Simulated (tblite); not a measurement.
## Geometry relaxation, with input and output: C$_{3}$H$_{9}$BN$_{2}$O (part 1 of 2)

The run: geometry relaxation of C$_{3}$H$_{9}$BN$_{2}$O. Method and program: GFN2-xTB geometry optimisation, gas phase (tblite 0.8.0).

It belongs to a series of runs on one base structure; here: H on C replaced by CH3.

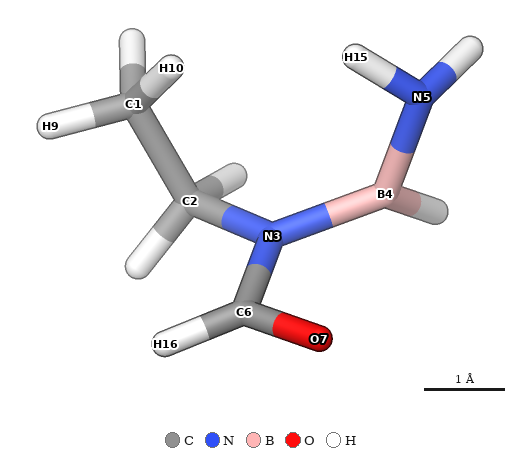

**Figure 1.** The input geometry (stick view, seen at a tilt; atoms are numbered from 1 in the order of the input). Bond lengths as drawn: B–H 1.18 Å, B–N 1.52 to 1.53 Å, C–C 1.51 Å, C–H 1.08 to 1.13 Å, C–N 1.43 to 1.47 Å, C–O 1.28 Å and H–N 1.03 to 1.06 Å.

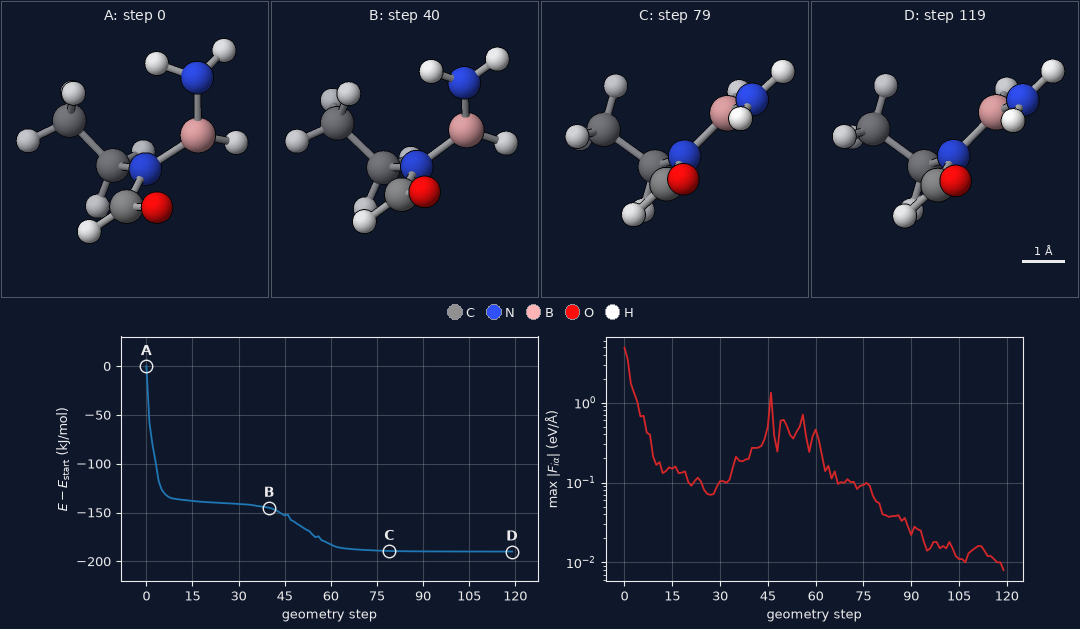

**Figure 2.** Frames of the relaxation (ball-and-stick view, seen at a tilt) above the curves, on which the letters mark them (steps are counted from 0).

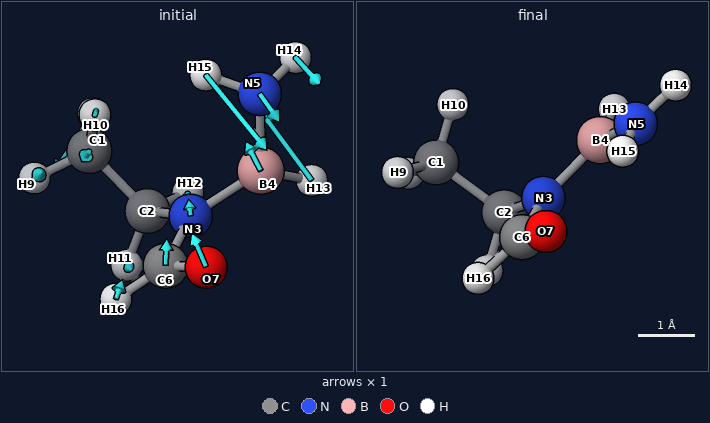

**Figure 3.** Before (left) and after (right) the relaxation, at one scale (ball-and-stick view, seen at a tilt). The teal arrows give the displacements, at true length. The atom that moves furthest after the best rigid fit is H15 (2.09 Å). Largest moves by element: H 2.09 Å, N 0.72 Å, O 0.70 Å, B 0.66 Å, C 0.52 Å. Among the contacts that change: B4–N5 1.529 → 1.376 Å, N3–C6 1.433 → 1.349 Å, C6–O7 1.276 → 1.212 Å, N3–B4 1.517 → 1.462 Å. Among the angles that change: B4–N5–H14 110.2° → 124.9°, N3–C6–O7 114.3° → 127.0°, B4–N5–H15 108.4° → 120.3°. The energy falls by 190.0 kJ/mol in 119 geometry steps. Largest force component: 4.9 eV/Å at the start, 0.008 eV/Å at the end. (Atoms are counted from 1 in the order of the input.)

The input that produced these results follows, with the program's output.

## The input
```
{"job": {"kind": "relax", "xc": "GFN2-xTB", "basis": "xTB"}, "charge": 0, "multiplicity": 1}
C     -0.542000     1.753100     0.190100
C     -0.653100     0.672200    -0.857500
N     -0.335600    -0.643500    -0.276300
B      1.082000    -1.184000    -0.268600
N      2.038600    -0.947100     0.899800
C     -1.412400    -1.417500     0.265900
O     -1.058600    -2.546900     0.742800
H      0.103000     2.587800    -0.205700
H     -1.548600     2.190300     0.325800
H     -0.079900     1.426100     1.144700
H     -1.596000     0.658000    -1.414300
H      0.150900     0.851800    -1.597600
H      1.627700    -1.389600    -1.289400
H      3.004800    -0.720300     0.539500
H      1.651900    -0.196500     1.490500
H     -2.440300    -1.084900     0.298600
```

The first line tells a small driver script what to run in tblite; the rest is the geometry in Å.

Run as:
```bash
OMP_NUM_THREADS=1 python <driver script> task.json out
```

## What the program printed
```
step      E/eV     max force
  0    -602.75628    5.593
  1    -603.35870    3.880
  2    -603.59388    2.161
  3    -603.77281    1.635
  4    -603.97804    1.074
  5    -604.06942    1.090
  6    -604.11255    0.841
  7    -604.14018    0.471
  8    -604.15713    0.415
  9    -604.16373    0.215
 10    -604.16888    0.192
 11    -604.17292    0.188
 12    -604.17653    0.140
 13    -604.17993    0.168
 14    -604.18379    0.182
 15    -604.18766    0.151
 16    -604.19103    0.164
 17    -604.19381    0.155
 18    -604.19638    0.146
 19    -604.19880    0.153
 20    -604.20098    0.134
 21    -604.20279    0.123
 22    -604.20438    0.109
 23    -604.20614    0.121
 24    -604.20829    0.117
 25    -604.21053    0.103
 26    -604.21241    0.096
 27    -604.21390    0.100
 28    -604.21540    0.098
 29    -604.21741    0.099
 30    -604.21992    0.113
 31    -604.22218    0.125
 32    -604.22403    0.139
 33    -604.22603    0.151
 34    -604.22940    0.163
 35    -604.23456    0.228
 36    -604.24052    0.203
 37    -604.24539    0.189
 38    -604.24981    0.205
 39    -604.25432    0.225
 40    -604.26100    0.290
 41    -604.26961    0.331
 42    -604.28334    0.325
 43    -604.30182    0.350
 44    -604.32377    0.413
 45    -604.34207    0.567
 46    -604.33145    1.550
 47    -604.38914    0.539
 48    -604.40623    0.323
 49    -604.43018    0.701
 50    -604.44938    0.638
 51    -604.47170    0.651
 52    -604.49213    0.449
 53    -604.50804    0.403
 54    -604.54354    0.467
 55    -604.57288    0.502
 56    -604.56267    0.858
 57    -604.60487    0.479
 58    -604.61722    0.269
 59    -604.63421    0.431
 60    -604.64985    0.481
 61    -604.66607    0.404
 62    -604.67740    0.320
 63    -604.68428    0.168
 64    -604.68933    0.165
 65    -604.69326    0.136
 66    -604.69648    0.198
 67    -604.69976    0.105
 68    -604.70230    0.103
 69    -604.70407    0.103
 70    -604.70626    0.118
 71    -604.70827    0.112
 72    -604.70995    0.107
 73    -604.71135    0.104
 74    -604.71292    0.098
 75    -604.71447    0.105
 76    -604.71579    0.105
 77    -604.71702    0.096
 78    -604.71830    0.084
 79    -604.71947    0.080
 80    -604.72033    0.072
 81    -604.72082    0.045
 82    -604.72117    0.053
 83    -604.72150    0.044
 84    -604.72192    0.051
 85    -604.72229    0.043
 86    -604.72262    0.040
 87    -604.72286    0.036
 88    -604.72307    0.038
 89    -604.72327    0.029
 90    -604.72345    0.026
 91    -604.72362    0.033
 92    -604.72377    0.031
 93    -604.72391    0.027
 94    -604.72403    0.021
 95    -604.72411    0.018
 96    -604.72416    0.017
 97    -604.72422    0.019
 98    -604.72428    0.020
 99    -604.72435    0.018
100    -604.72444    0.017
101    -604.72452    0.016
102    -604.72460    0.018
103    -604.72465    0.017
104    -604.72470    0.012
105    -604.72475    0.014
106    -604.72479    0.014
107    -604.72482    0.012
108    -604.72484    0.014
109    -604.72487    0.015
110    -604.72491    0.016
111    -604.72498    0.019
112    -604.72504    0.019
113    -604.72507    0.015
114    -604.72509    0.012
115    -604.72512    0.013
116    -604.72516    0.013
117    -604.72519    0.014
118    -604.72522    0.012
119    -604.72523    0.008
```

## Trajectory as extended XYZ (Å, eV, eV/Å), 14 of the 120 frames kept, from step=0 to step=119
```
16
Properties=species:S:1:pos:R:3:forces:R:3 step=0 energy=-602.75628
C    -0.5420    1.7531    0.1901   -0.0350   1.7860   0.0770
C    -0.6531    0.6722   -0.8575    1.6160  -1.1350  -0.4990
N    -0.3356   -0.6435   -0.2763   -2.8010  -1.3090   0.8620
B     1.0820   -1.1840   -0.2686    1.3300   1.3810   1.6840
N     2.0386   -0.9471    0.8998   -1.3840   1.0950  -2.8780
C    -1.4124   -1.4175    0.2659    4.8910  -2.6290   0.6710
O    -1.0586   -2.5469    0.7428   -1.6490   3.1960  -1.2790
H     0.1030    2.5878   -0.2057   -0.5780  -0.6940   0.4630
H    -1.5486    2.1903    0.3258    0.6030  -0.1950   0.5100
H    -0.0799    1.4261    1.1447   -0.6210   0.0700  -0.6960
H    -1.5960    0.6580   -1.4143    0.0230  -0.0710   0.4100
H     0.1509    0.8518   -1.5976   -0.3110  -0.1340  -0.0040
H     1.6277   -1.3896   -1.2894   -0.3450  -0.3820   0.0190
H     3.0048   -0.7203    0.5395   -1.4920  -0.5320   0.9660
H     1.6519   -0.1965    1.4905    0.6730  -0.8800  -0.0260
H    -2.4403   -1.0849    0.2986    0.0800   0.4340  -0.2800
16
Properties=species:S:1:pos:R:3:forces:R:3 step=9 energy=-604.16373
C    -0.5469    1.7863    0.1742   -0.0280  -0.0820  -0.0170
C    -0.6109    0.6353   -0.8492   -0.0390  -0.0980   0.0580
N    -0.3423   -0.6647   -0.2535    0.1730   0.0150  -0.0220
B     1.1001   -1.0314   -0.3205    0.0690  -0.0210  -0.0450
N     1.9437   -0.6855    0.7086    0.0690  -0.0220  -0.0450
C    -1.2870   -1.4547    0.2750    0.0180   0.1000  -0.0250
O    -1.0952   -2.5465    0.7664    0.0090   0.2100  -0.0450
H     0.0807    2.5941   -0.1945   -0.0470  -0.0110   0.0390
H    -1.5358    2.1854    0.3839   -0.0010  -0.0180  -0.0150
H    -0.1323    1.4238    1.1116    0.0400   0.0270  -0.0360
H    -1.5850    0.6196   -1.3440   -0.0460  -0.0220   0.0210
H     0.1585    0.7829   -1.6151   -0.1180   0.0220   0.0230
H     1.5451   -1.4865   -1.3124   -0.0990   0.0330   0.1230
H     2.9352   -0.8416    0.6351    0.0170  -0.0330   0.1550
H     1.6677   -0.3016    1.6006   -0.0330  -0.0850  -0.1370
H    -2.3032   -1.0060    0.2223    0.0180  -0.0150  -0.0330
16
Properties=species:S:1:pos:R:3:forces:R:3 step=18 energy=-604.19638
C    -0.5618    1.7842    0.1752   -0.0020  -0.0230  -0.0490
C    -0.6243    0.6409   -0.8545    0.0010  -0.0520   0.0050
N    -0.3037   -0.6408   -0.2544    0.0240  -0.0400  -0.0600
B     1.1337   -1.0334   -0.3350   -0.0030  -0.0240  -0.0470
N     1.9753   -0.7140    0.7021   -0.0230   0.0070   0.0820
C    -1.2612   -1.4186    0.2710    0.1330   0.0500  -0.0350
O    -1.0809   -2.4944    0.7973   -0.0230   0.0910   0.0060
H     0.0524    2.5998   -0.1951   -0.0590   0.0600   0.0190
H    -1.5557    2.1628    0.4000    0.0420   0.0120   0.0090
H    -0.1212    1.4225    1.1010   -0.0080   0.0170  -0.0200
H    -1.6211    0.5843   -1.3037    0.0230   0.0340   0.0070
H     0.1028    0.8183   -1.6551   -0.0980  -0.0210   0.0670
H     1.5342   -1.5122   -1.3261    0.0440   0.0070   0.0060
H     2.9675   -0.8888    0.7259   -0.0960  -0.0680  -0.0500
H     1.6312   -0.3309    1.5676    0.0180  -0.0030   0.0390
H    -2.2748   -0.9708    0.1724    0.0280  -0.0460   0.0210
16
Properties=species:S:1:pos:R:3:forces:R:3 step=27 energy=-604.21390
C    -0.5762    1.7884    0.1711   -0.0050   0.0040  -0.0630
C    -0.6421    0.6528   -0.8719    0.0030  -0.0040  -0.0180
N    -0.2805   -0.6332   -0.3103   -0.0060   0.0390   0.0510
B     1.1531   -1.0365   -0.3518   -0.0030   0.0300  -0.0240
N     1.9588   -0.7619    0.7245    0.0610   0.0110   0.0360
C    -1.2202   -1.3906    0.2712    0.0510   0.0230   0.0020
O    -1.0297   -2.4347    0.8533   -0.0060   0.0230  -0.0190
H    -0.0069    2.6352   -0.2012    0.0280  -0.0070  -0.0430
H    -1.5719    2.1464    0.4214    0.0120  -0.0680   0.0510
H    -0.0988    1.4365    1.0830   -0.0330  -0.0020  -0.0520
H    -1.6575    0.5803   -1.2748    0.0320   0.0460  -0.0470
H     0.0442    0.8532   -1.6990   -0.0310   0.0290   0.0320
H     1.5993   -1.5156   -1.3225   -0.0260   0.0180  -0.0300
H     2.9376   -0.9952    0.7607   -0.0380  -0.0190   0.0320
H     1.6193   -0.3604    1.5835   -0.0060  -0.0560   0.0210
H    -2.2361   -0.9558    0.1516   -0.0310  -0.0640   0.0700
16
Properties=species:S:1:pos:R:3:forces:R:3 step=37 energy=-604.24539
C    -0.6036    1.8055    0.1263   -0.0280   0.0160  -0.0710
C    -0.6726    0.6915   -0.9329    0.0140  -0.0720   0.0060
N    -0.2700   -0.5760   -0.3505    0.0070  -0.0030   0.0600
B     1.1634   -0.9834   -0.3564    0.0130   0.0020  -0.0510
N     1.9252   -0.8689    0.7825    0.0650  -0.0080   0.0460
C    -1.1425   -1.3429    0.3196    0.0090  -0.0470  -0.0430
O    -0.8591   -2.3565    0.9220   -0.0110   0.0700   0.0010
H    -0.1396    2.6993   -0.2798    0.0450   0.0200   0.0340
H    -1.5918    2.0799    0.4858   -0.0070  -0.0850   0.0470
H    -0.0151    1.4433    0.9679   -0.0130   0.1840  -0.0430
H    -1.6834    0.6146   -1.3478    0.0070  -0.0680   0.0850
H     0.0023    0.9221   -1.7629    0.0390  -0.1110   0.0920
H     1.6225   -1.3887   -1.3536    0.0760   0.0660  -0.0350
H     2.8752   -1.2040    0.8524   -0.1420   0.0630  -0.0340
H     1.5722   -0.5359    1.6678   -0.0440  -0.1230  -0.0860
H    -2.1908   -0.9911    0.2483   -0.0300   0.0960  -0.0090
```
